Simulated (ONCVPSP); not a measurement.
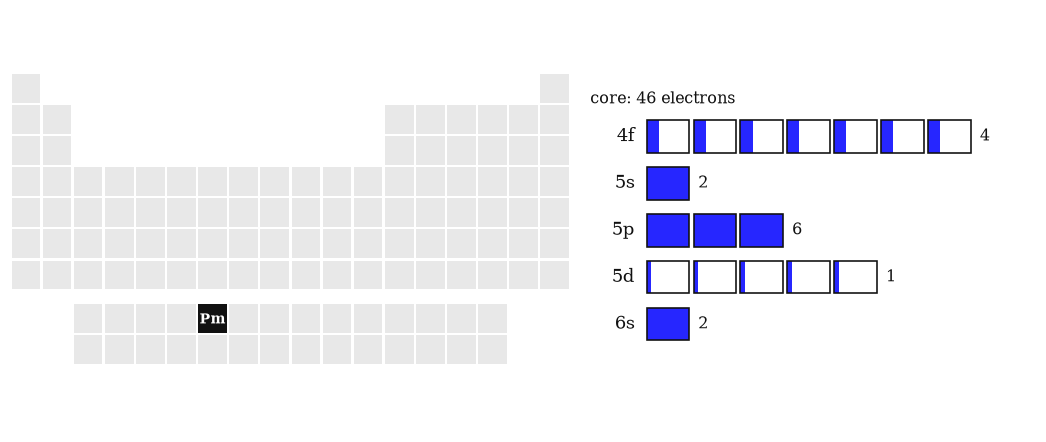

*Left, the place of promethium in the periodic table; right, the valence shells of the reference configuration: a box for each of the 2l + 1 orbitals, shaded by the share of the shell that is filled, with the electron count at the right.*

# Pseudopotential generation for Pm

System: promethium (Pm, Z = 61), core [Kr] 4d10, reference valence 4f4 5s2 5p6 5d1 6s2, valence charge 15.
Method: ONCV potential, revPBE, scalar-relativistic, made with ONCVPSP 4.0.1.

Input file:
```
# ATOM AND REFERENCE CONFIGURATION
# atsym  z   nc   nv     iexc    psfile
  Pm 61.00    9    5  -102130      upf
#
#   n    l    f
    1    0    2.00
    2    0    2.00
    2    1    6.00
    3    0    2.00
    3    1    6.00
    3    2   10.00
    4    0    2.00
    4    1    6.00
    4    2   10.00
    4    3    4.00
    5    0    2.00
    5    1    6.00
    5    2    1.00
    6    0    2.00
#
# PSEUDOPOTENTIAL AND OPTIMIZATION
# lmax
    3
#
#   l,   rc,      ep,       ncon, nbas, qcut
    0    2.30    0.00    3    6    6.20
    1    2.30    0.00    4    8    6.10
    2    3.05    0.00    4    9    5.40
    3    1.45    0.00    5   10   11.80
#
# LOCAL POTENTIAL
# lloc, lpopt,  rc(5),   dvloc0
    4    5    1.00   -1.00
#
# VANDERBILT-KLEINMAN-BYLANDER PROJECTORs
# l, nproj, debl
    0    2    1.40
    1    1    3.10
    2    2    3.30
    3    2    0.60
#
# MODEL CORE CHARGE
# icmod, fcfact, rcfact
    3    1.50    1.05
#
# LOG DERIVATIVE ANALYSIS
# epsh1, epsh2, depsh
   -3.00    5.00    0.02
#
# OUTPUT GRID
# rlmax, drl
    6.00    0.01
#
# TEST CONFIGURATIONS
# ncnf
    4
# nvcnf
#   n    l    f
    5
    4    3    5.00
    5    0    2.00
    5    1    6.00
    5    2    0.00
    6    0    2.00
#
    5
    4    3    5.00
    5    0    2.00
    5    1    6.00
    5    2    0.00
    6    0    1.00
#
    5
    4    3    5.00
    5    0    2.00
    5    1    6.00
    5    2    0.00
    6    0    0.00
#
    5
    4    3    4.00
    5    0    2.00
    5    1    6.00
    5    2    0.00
    6    0    2.00
#
```

Command:
```bash
oncvpsp.x < Pm.dat > Pm.out
```

The program's output (extracts):
```
ONCVPSP  (Optimized Norm-Conservinng Vanderbilt PSeudopotential)
scalar-relativistic version 4.0.1

#   n    l    f        energy (Ha)
    1    0    2.00    -1.6548938E+03
    2    0    2.00    -2.6927132E+02
    2    1    6.00    -2.4045978E+02
    3    0    2.00    -5.8942200E+01
    3    1    6.00    -4.9897968E+01
    3    2   10.00    -3.7512185E+01
    4    0    2.00    -1.1923954E+01
    4    1    6.00    -8.9511804E+00
    4    2   10.00    -4.7521963E+00
    4    3    4.00    -2.7395119E-01
    5    0    2.00    -1.6612873E+00
    5    1    6.00    -9.3136975E-01
    5    2    1.00    -1.0280545E-01
    6    0    2.00    -1.4285300E-01

Reference configufation results
  iterations    33
  all-electron total energy (Ha)   -1.00207569D+04

Begin loop to  construct optimized pseudo wave functions
and semi-local pseudopoentials for all angular momenta

Calculating optimized projector #   1

 for l=   0

    Fraction of norm inside rc  0.955860
    Optimizing pswf for qcut=   6.19 a_B^-1,  ecut=  19.18 Ha
    Residual kinetic energy error=  1.35D-07 Ha

    Energy error per electron        Cutoff
         Ha          eV             Ha
         0.01000     0.27211        8.58
         0.00100     0.02721       11.53
         0.00010     0.00272       13.88
         0.00001     0.00027       15.72

Calculating optimized projector #   2

 for l=   0

    Fraction of norm inside rc  0.065846
    Optimizing pswf for qcut=   6.19 a_B^-1,  ecut=  19.18 Ha
    Residual kinetic energy error=  5.26D-08 Ha

    Energy error per electron        Cutoff
         Ha          eV             Ha
         0.01000     0.27211        6.19
         0.00100     0.02721       10.15
         0.00010     0.00272       13.03
         0.00001     0.00027       15.26

Calculating optimized projector #   1

 for l=   1

    Fraction of norm inside rc  0.875934
    Optimizing pswf for qcut=   6.10 a_B^-1,  ecut=  18.62 Ha
    Residual kinetic energy error=  3.55D-07 Ha

    Energy error per electron        Cutoff
         Ha          eV             Ha
         0.01000     0.27211        4.51
         0.00100     0.02721       10.46
         0.00010     0.00272       13.69
         0.00001     0.00027       15.85

   Wellstate for l =  2  n =  9
     eigenvalue =   3.1972
     asymptotic potential =   3.6972
     half-point radius =  5.6426

Calculating optimized projector #   1

 for l=   2

    Fraction of norm inside rc  0.640538
    Optimizing pswf for qcut=   5.40 a_B^-1,  ecut=  14.58 Ha
    Residual kinetic energy error=  6.05D-09 Ha

    Energy error per electron        Cutoff
         Ha          eV             Ha
         0.01000     0.27211        5.25
         0.00100     0.02721        7.35
         0.00010     0.00272        9.16
         0.00001     0.00027       10.76

Calculating optimized projector #   2

 for l=   2

    Fraction of norm inside rc  0.149714
    Optimizing pswf for qcut=   5.40 a_B^-1,  ecut=  14.58 Ha
    Residual kinetic energy error=  1.83D-07 Ha

    Energy error per electron        Cutoff
         Ha          eV             Ha
         0.01000     0.27211        7.93
         0.00100     0.02721       10.28
         0.00010     0.00272       11.52
         0.00001     0.00027       12.78

   Wellstate for l =  3  n =  5
     eigenvalue =   0.3260
     asymptotic potential =   0.8260
     half-point radius =  7.6783

Calculating optimized projector #   1

 for l=   3

    Fraction of norm inside rc  0.851007
    Optimizing pswf for qcut=  11.81 a_B^-1,  ecut=  69.74 Ha
    Residual kinetic energy error=  9.40D-05 Ha

    Energy error per electron        Cutoff
         Ha          eV             Ha
         0.01000     0.27211       55.54
         0.00100     0.02721       62.66
         0.00010     0.00272       70.78
         0.00001     0.00027      190.45

Calculating optimized projector #   2

 for l=   3

    Fraction of norm inside rc  0.017461
    Optimizing pswf for qcut=  11.81 a_B^-1,  ecut=  69.74 Ha
    Residual kinetic energy error=  5.30D-06 Ha

    Energy error per electron        Cutoff
         Ha          eV             Ha
         0.01000     0.27211       40.94
         0.00100     0.02721       52.84
         0.00010     0.00272       61.26
         0.00001     0.00027       68.44

Construct Vanderbilt / Kleinmman-Bylander projectors

B matrix Hermiticity error, ll=   0
   1   2    1.1359E-04

  Orthonormal projector coefficients  1.4729E+01  9.4767E-01

B matrix Hermiticity error, ll=   2
   1   2   -1.0274E-04

  Orthonormal projector coefficients  7.6199E+00  6.2164E-01

B matrix Hermiticity error, ll=   3
   1   2    4.7795E-05

  Orthonormal projector coefficients -1.0007E+01 -4.2558E+00

Model core correction analysis
  based on d2Exc/dn_idn_j

d2excae - all-electron derivatives

   -1.977756D-02   -1.322044D-02   -9.957237D-03   -3.574525D-03
   -1.226360D-03
   -1.322010D-02   -2.687186D-02   -2.337554D-02   -8.756635D-03
   -1.409426D-03
   -9.956973D-03   -2.337555D-02   -2.353843D-02   -1.255667D-02
   -2.312124D-03
   -3.574360D-03   -8.756429D-03   -1.255651D-02   -1.835967D-02
   -1.481749D-02
   -1.226186D-03   -1.409051D-03   -2.311319D-03   -1.481286D-02
   -2.592496D-02

d2excps - pseudofunction derivatives with no core correction

   -5.614470D-02   -2.434862D-02   -1.573948D-02   -4.170510D-03
   -2.271854D-03
   -2.435039D-02   -2.755673D-02   -2.394711D-02   -9.118682D-03
   -1.539278D-03
   -1.574034D-02   -2.394723D-02   -2.378033D-02   -1.270563D-02
   -2.431999D-03
   -4.170487D-03   -9.118511D-03   -1.270544D-02   -1.837944D-02
   -1.486733D-02
   -2.271888D-03   -1.538891D-03   -2.431198D-03   -1.486272D-02
   -2.593956D-02

rms 2nd derivative error    8.103389E-03

rmatch, rhocmatch    1.0132    7.7177

Teter function model core charge with specified parameters

d2excps - pseudofunction derivatives with core correction

   -5.060742D-02   -2.253707D-02   -1.506384D-02   -4.119963D-03
   -2.092394D-03
   -2.253780D-02   -2.732975D-02   -2.382200D-02   -9.131804D-03
   -1.506692D-03
   -1.506417D-02   -2.382212D-02   -2.377040D-02   -1.272952D-02
   -2.411274D-03
   -4.119866D-03   -9.131633D-03   -1.272934D-02   -1.839102D-02
   -1.486546D-02
   -2.092345D-03   -1.506338D-03   -2.410472D-03   -1.486085D-02
   -2.593613D-02

rms 2nd derivative error    6.868488E-03

Pseudoatom total energy  -67.493663

Diagnostic tests using Vanderbilt-Kleinman-Bylander pseudopotentials
  1 or more projectors used as specified by nproj input data

   l    rcore       rmatch      e in        delta e   norm test  slope test

   0   2.3131496   2.3833818  -1.6612873   0.0000006   1.0001252   1.0001185
   0   2.3131496   2.3833818  -0.1428530   0.0000019   1.0000282   1.0000148

   1   2.3131496   2.3833818  -0.9313697  -0.0000011   0.9999974   1.0000015

   2   3.0641415   3.1571755  -0.1028055  -0.0000000   1.0000135   1.0000152
   2   3.0641415   3.1571755   3.1971945   0.0000104   1.0001032   1.0001032

   3   1.4506453   1.4946900  -0.2739512   0.0000007   1.0002405   1.0002357
   3   1.4506453   1.4946900   0.3260488  -0.0000020   1.0003754   1.0003754

 Testing for bound ghosts
   n   l    E NL Schr. Eq   E Basis Diag.   E Cutoff

       0                       -8.545028     24.10  WARNING - GHOST(-)
   1   0       -1.661287       -1.661144     24.10
   2   0       -0.142851       -0.119605     24.10

       1                       -2.651759     41.80  WARNING - GHOST(-)
   2   1       -0.931371       -0.931360     41.80

   3   2       -0.102806       -0.102024     47.19

   4   3       -0.273950       -0.272817    290.42

 Testing for highly-localized positive-energy ghosts
       l    <radius>/rc     E Basis Diag.   E Cutoff

       2        0.819821        6.041295     47.19  WARNING - GHOST(+)

Test configuration 0

   n   l     f        eae           eps        diff
   1   0  2.0000-1654.89383331
   2   0  2.0000 -269.27131799
   2   1  6.0000 -240.45978346
   3   0  2.0000  -58.94220008
   3   1  6.0000  -49.89796767
   3   2 10.0000  -37.51218479
   4   0  2.0000  -11.92395448
   4   1  6.0000   -8.95118045
   4   2 10.0000   -4.75219626
   4   3  4.0000   -0.27395119   -0.27395045    7.35D-07
   5   0  2.0000   -1.66128733   -1.66128674    5.92D-07
   5   1  6.0000   -0.93136975   -0.93137088   -1.14D-06
   5   2  1.0000   -0.10280545   -0.10280550   -4.84D-08
   6   0  2.0000   -0.14285300   -0.14285111    1.90D-06

    Total energies and differences
      AE_ref= -1.00207569D+04  AE_tst= -1.00207569D+04  dif=  0.00D+00
      PS_ref= -6.74936635D+01  PS_tst= -6.74936635D+01  dif=  5.68D-14
      PSP excitation error= -5.68D-14

Test configuration 1

   n   l     f        eae           eps        diff
   1   0  2.0000-1654.67140346
   2   0  2.0000 -269.02911712
   2   1  6.0000 -240.22075785
   3   0  2.0000  -58.66782939
   3   1  6.0000  -49.62427133
   3   2 10.0000  -37.24154954
   4   0  2.0000  -11.66635709
   4   1  6.0000   -8.69963560
   4   2 10.0000   -4.51146825
   4   3  5.0000   -0.07828170   -0.07792929    3.52D-04
   5   0  2.0000   -1.53884424   -1.52981858    9.03D-03
   5   1  6.0000   -0.83332651   -0.83052058    2.81D-03
   6   0  2.0000   -0.12850583   -0.12831813    1.88D-04

    Total energies and differences
      AE_ref= -1.00207569D+04  AE_tst= -1.00208477D+04  dif= -9.08D-02
      PS_ref= -6.74936635D+01  PS_tst= -6.75811536D+01  dif= -8.75D-02
      PSP excitation error= -3.27D-03

Test configuration 2

   n   l     f        eae           eps        diff
   1   0  2.0000-1654.89183348
   2   0  2.0000 -269.24849932
   2   1  6.0000 -240.44028146
   3   0  2.0000  -58.88584929
   3   1  6.0000  -49.84231988
   3   2 10.0000  -37.45972353
   4   0  2.0000  -11.88485371
   4   1  6.0000   -8.91832341
   4   2 10.0000   -4.73046172
   4   3  5.0000   -0.29762963   -0.29704841    5.81D-04
   5   0  2.0000   -1.76069921   -1.75094360    9.76D-03
   5   1  6.0000   -1.05477210   -1.05134298    3.43D-03
   6   0  1.0000   -0.30100455   -0.30044500    5.60D-04

    Total energies and differences
      AE_ref= -1.00207569D+04  AE_tst= -1.00206342D+04  dif=  1.23D-01
      PS_ref= -6.74936635D+01  PS_tst= -6.73684764D+01  dif=  1.25D-01
      PSP excitation error= -2.52D-03

Test configuration 3

   n   l     f        eae           eps        diff
   1   0  2.0000-1655.15287089
   2   0  2.0000 -269.50788063
   2   1  6.0000 -240.69984444
   3   0  2.0000  -59.14332257
   3   1  6.0000  -50.09982991
   3   2 10.0000  -37.71740890
   4   0  2.0000  -12.14284720
   4   1  6.0000   -9.17654213
   4   2 10.0000   -4.98901932
   4   3  5.0000   -0.55584195   -0.55528125    5.61D-04
   5   0  2.0000   -2.02139207   -2.01081588    1.06D-02
   5   1  6.0000   -1.31324042   -1.30906585    4.17D-03

    Total energies and differences
      AE_ref= -1.00207569D+04  AE_tst= -1.00202365D+04  dif=  5.20D-01
      PS_ref= -6.74936635D+01  PS_tst= -6.69714199D+01  dif=  5.22D-01
      PSP excitation error= -1.80D-03

Test configuration 4

   n   l     f        eae           eps        diff
   1   0  2.0000-1655.20468049
   2   0  2.0000 -269.58488499
   2   1  6.0000 -240.77332010
   3   0  2.0000  -59.25328902
   3   1  6.0000  -50.20908268
   3   2 10.0000  -37.82377417
   4   0  2.0000  -12.23480581
   4   1  6.0000   -9.26226872
   4   2 10.0000   -5.06383058
   4   3  4.0000   -0.58423782   -0.58184731    2.39D-03
   5   0  2.0000   -1.97082624   -1.96989549    9.31D-04
   5   1  6.0000   -1.23394455   -1.23396658   -2.20D-05
   6   0  2.0000   -0.35856405   -0.35847713    8.69D-05

    Total energies and differences
      AE_ref= -1.00207569D+04  AE_tst= -1.00205274D+04  dif=  2.29D-01
      PS_ref= -6.74936635D+01  PS_tst= -6.72640097D+01  dif=  2.30D-01
      PSP excitation error= -2.01D-04
```

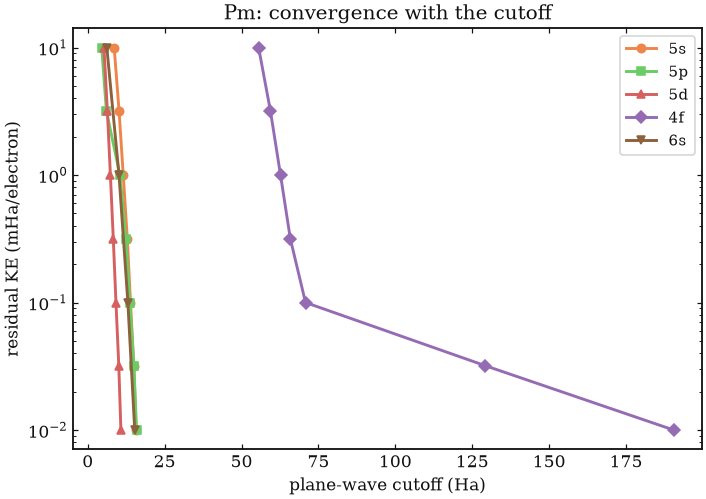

*Residual kinetic energy of the pseudo-waves (the first of each channel, and further valence shells) beyond the plane-wave cutoff, as the generator prints it.*

- Cutoffs for 1 mHa per electron: 4f: 63 Ha; 5s: 12 Ha; 5p: 10 Ha; 6s: 10 Ha; 5d: 7.4 Ha.
- Hardest wave at 1 mHa per electron: 4f, with rc = 1.45 bohr and qcut = 11.8 1/bohr. The optimisation minimises, but can't always remove, the kinetic energy above qcut²/2 = 69.6 Ha, and a larger rc would as a rule soften the wave at some cost in transferability.
- Cutoffs for the occupied states: 63 Ha for 1 mHa and 71 Ha for 0.1 mHa per electron. The first is set by 4f. The potential isn't sound: its ghost test gives GHOST(-) flagged for s at -232.5 eV, p at -72.2 eV; GHOST(+) flagged for d at 164.4 eV.

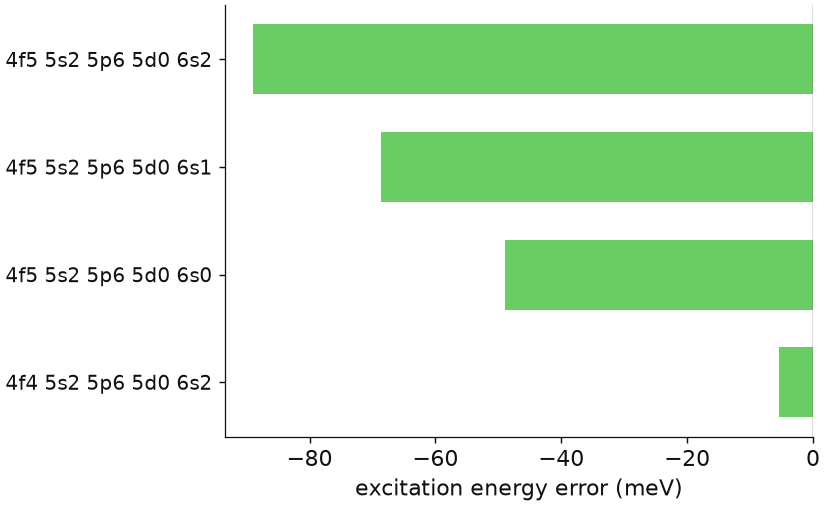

*Errors, all-electron minus pseudo, of the energies of valence configurations relative to the unpolarised reference 4f4 5s2 5p6 5d1 6s2.*

- Worst configuration: 4f5 5s2 5p6 5d0 6s2 (neutral): the error is -89 meV on an all-electron energy of -2.47 eV relative to the reference, or 3.6 %.
- Configurations within 10 meV and within 50 meV: 1 and 2 of 4.
- Errors in meV: 4f5 5s2 5p6 5d0 6s2: -89; 4f5 5s2 5p6 5d0 6s1: -69; 4f5 5s2 5p6 5d0 6s0: -49; 4f4 5s2 5p6 5d0 6s2: -5.5.

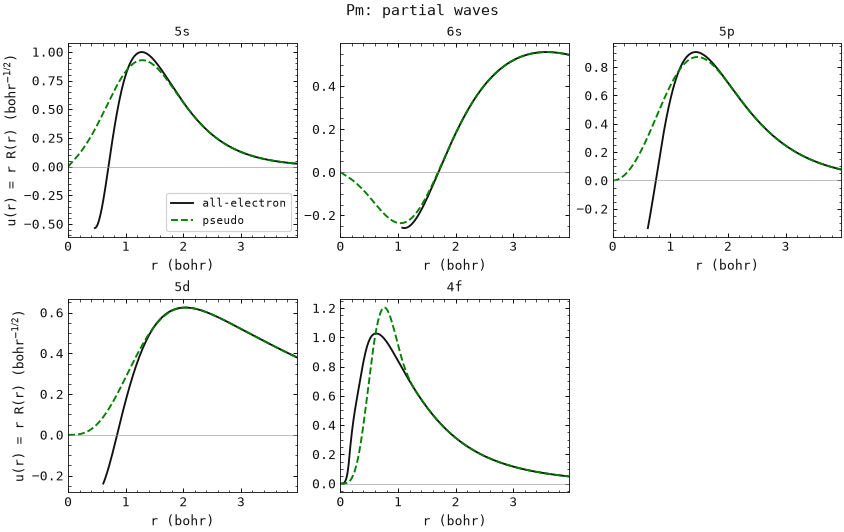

*Partial waves u(r) = r R(r), all-electron (solid) and pseudo (dashed). The innermost oscillations of some all-electron curves aren't drawn. Reference configuration 4f4 5s2 5p6 5d1 6s2.*

- Matching radii: 5s at 2.30 bohr; 6s at 2.30 bohr; 5p at 2.30 bohr; 5d at 3.05 bohr; 4f at 1.45 bohr. The curves merge smoothly, so the plot gives these only roughly.
- Nodes of the pseudo-waves: 5s has no node; 6s has a node at about 1.7 bohr; 5p has no node; 5d has no node; 4f has no node. A node in 6s is expected, since a lower shell of the same l is also in the valence and the two must stay orthogonal.

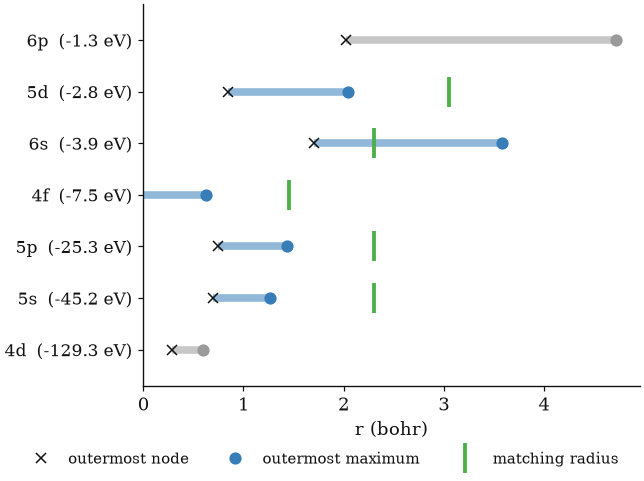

*Outer shells of the all-electron reference atom: each bar runs from the outermost node (or the nucleus) to the outermost maximum of u(r); the tick is the radius chosen for the pseudo-wave. Shells without a tick have no pseudo-wave of their own. Levels, nodes and maxima are from ld1.x, scalar-relativistic.*

- Radii against the shells: 5s: 2.30 bohr, outside the maximum; 5p: 2.30 bohr, outside the maximum; 4f: 1.45 bohr, outside the maximum; 6s: 2.30 bohr, between node and maximum; 5d: 3.05 bohr, outside the maximum.

Summary:

- outcome: generated, with a ghost state
- cutoffs needed: 63 Ha and 71 Ha (the cutoffs at which the residual kinetic energy of the hardest occupied pseudo-wave falls to 1 and 0.1 mHa per electron)
- ghost test: GHOST(-) flagged for s at -232.5 eV, p at -72.2 eV; GHOST(+) flagged for d at 164.4 eV
- largest excitation error: -89 meV (all-electron minus pseudo) for 4f5 5s2 5p6 5d0 6s2, out of 4 test configurations
- rms error of d²Exc/dni dnj: 8.10 mHa without and 6.87 mHa with the model core
- range over which the phases arctan(r R′/R) at the test radius agree within 0.05 rad (a looser test near the poles than one of phase shifts): s: up to about 4.5 Ha; d: up to about 4.1 Ha; f: over the whole range computed; p: not judged, the stored energies step over a narrow level
- hardware: 1 CPU thread, shared host
- wall time: 6 s

Notes:

The potential has a bound ghost state, so it can't be used as it stands.
